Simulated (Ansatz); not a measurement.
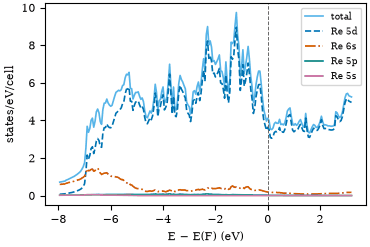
Figure. Total and projected density of states of Re in space group P-6m2 (No. 187; Re on 2g, Re on 2h, Re on 1a, Re on 1f), r²SCAN (plane waves, PAW; program Ansatz)

**Question.** Which orbitals carry the states next to the Fermi level?

**Answer.** Within 0.5 eV of the Fermi level: Re 5d 88 %, outside the projected shells 6 %. Projections are on Löwdin-orthogonalised atomic valence shells; empty p or d shells of many metals are not among them.

**Question.** Where is the tallest occupied peak in this window, and what makes it?

**Answer.** Near -1.2 eV, about 9.7 states/eV per cell; the largest projected share is Re 5d.

The start of the workflow was typed in or built on a structure type; neither database checked (COD, Materials Project) lists it. It is not the phase usual at ambient conditions (space group No. 194). The r²SCAN relaxation kept the symmetry of its start; its stability against distortions is not shown here. No spin polarisation was allowed. Scalar-relativistic: spin–orbit coupling is off unless named, which matters more the heavier the elements.

Potentials: the earlier of the program's two PAW sets.
